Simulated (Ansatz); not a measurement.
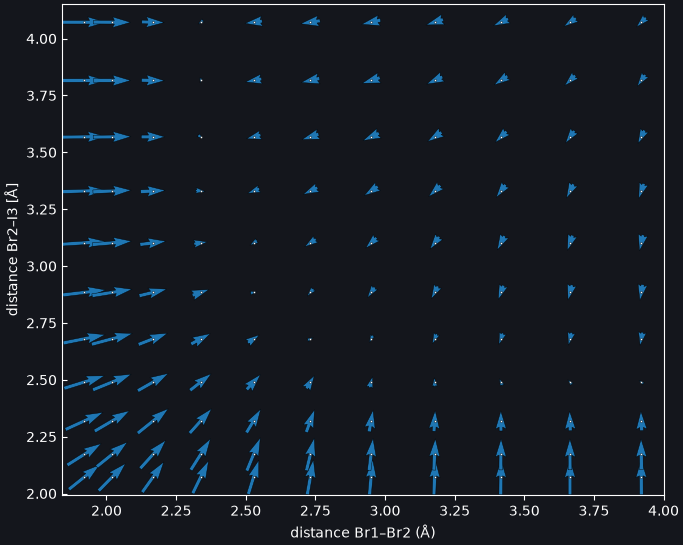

The system Br⁻ + BrI. 
- Coordinates scanned: (1) distance Br1–Br2; (2) distance Br2–I3.
- Nothing is relaxed (the angle Br1–Br2–I3 is fixed at 160 degrees).
- Grid: 11 × 11 points.
- Points are written as (first, second).
- The reference is spin-restricted, so regions where a bond is pulled apart into radicals lie too high.
- Method: Ansatz, RHF/def2-SVPD.

The picture shows dots at the grid points, arrows along the force (downhill), their lengths compressed.

Question: The arrows alone are given. Where is the energy lowest?

Answer: The arrows converge at about (2.93 Å, 2.61 Å) (read from the interpolated surface).

The energy map of the same scan:

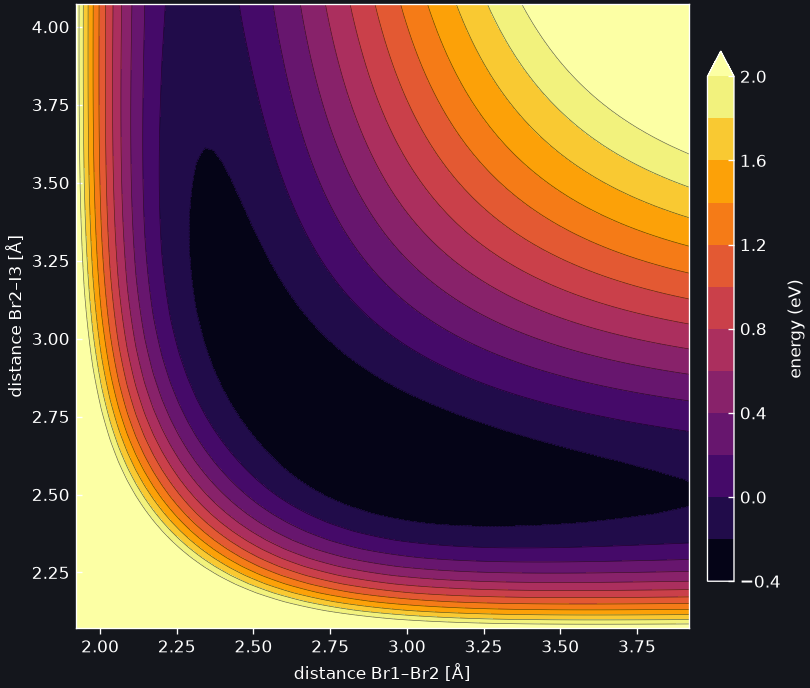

Energies are in eV, from Br with charge -1 far from the relaxed BrI (each part in its own basis); between grid points the surface is interpolated.
